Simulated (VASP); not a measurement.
Band structure of Pb (fcc). All values below come from TPSS meta-GGA, VASP's PBE PAW potentials (set 64) (plane waves; VASP 6.6.1).

Unless said otherwise, spin-orbit coupling is left out, though it shifts the bands of the heavy elements here.

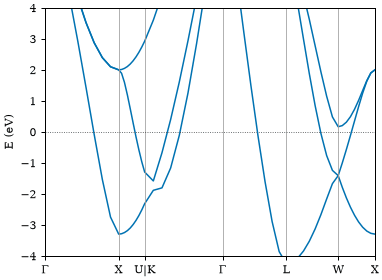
Figure. Bands along high-symmetry lines, zero at the valence-band maximum or, without a gap, the Fermi level

**Question.** Read the plot: is there a gap, and where are the band edges?

**Answer.** It has no gap at this level: it comes out as a metal or semimetal.

The compound is Pb in the fcc structure. It was relaxed first.
